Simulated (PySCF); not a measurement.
```xyz
15

C    -0.5911    2.5194    1.0128
C     0.1494    1.4794    1.1290
B     0.0928    0.2058    0.1197
N     1.2250   -0.5463    0.0477
C     2.4159   -0.8238   -0.2002
N    -1.1226   -0.0923   -0.5089
C    -1.3785   -1.1724   -1.4305
H    -1.3554    2.8853    0.3647
H     0.8921    1.3907    1.9106
H     3.0062   -0.3034   -0.9578
H     2.9181   -1.6309    0.3306
H    -1.9327    0.4771   -0.3234
H    -1.6615   -0.7920   -2.4184
H    -2.1855   -1.8173   -1.0680
H    -0.4764   -1.7713   -1.5356
```

Geometry: GFN2-xTB.

The calculation used UKS B3LYP, pcH-1 on B C H N, non-relativistic, mean-field spin-orbit, GIAO (PySCF 2.14.0, density-fitted response routines).

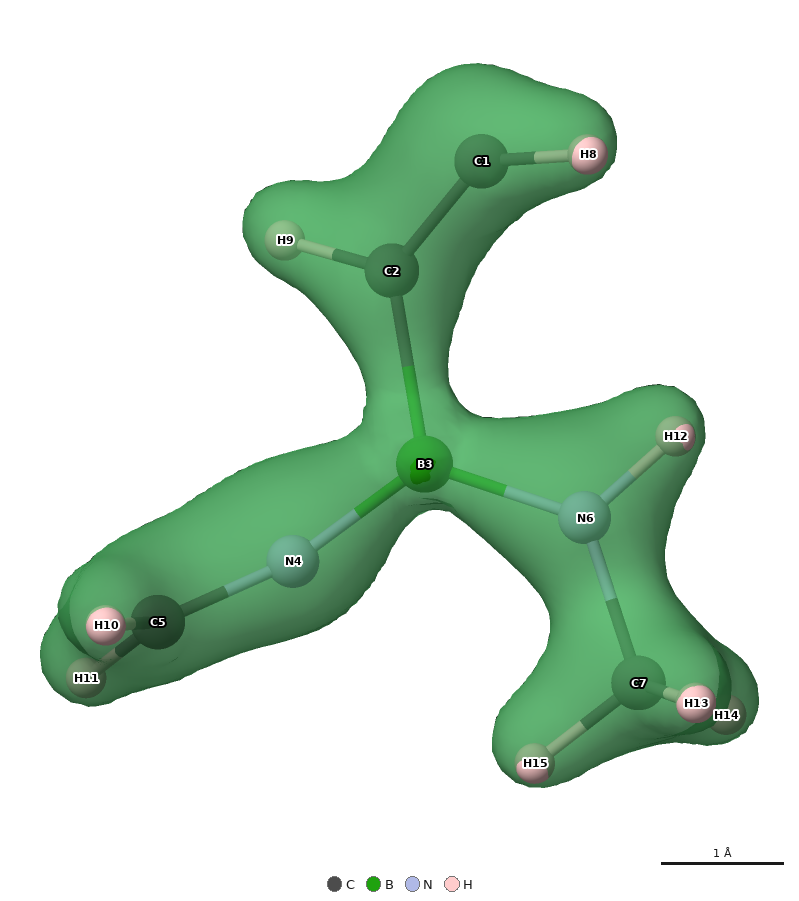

C₄H₈BN₂ (SMILES [H]/[C]=C\B(N=C)NC) (doublet). Isosurface of the electron density at 0.8 e/Å³ (green), seen across its widest extent.

Q: What does this surface tell about the bonding?

A: At this value the surface is in one piece. It bridges the sampled C–N (1.25 Å), C–C (1.28 Å), B–N (1.36 Å) and C–B (1.63 Å) contacts, where the density stays above the isovalue. On the grid the lowest density along these lines, outside the cores, is 2.2 e/Å³ (C–N, 1.25 Å), 2.1 e/Å³ (C–C, 1.28 Å), 1.4 e/Å³ (B–N, 1.36 Å) and 0.95 e/Å³ (C–B, 1.63 Å).
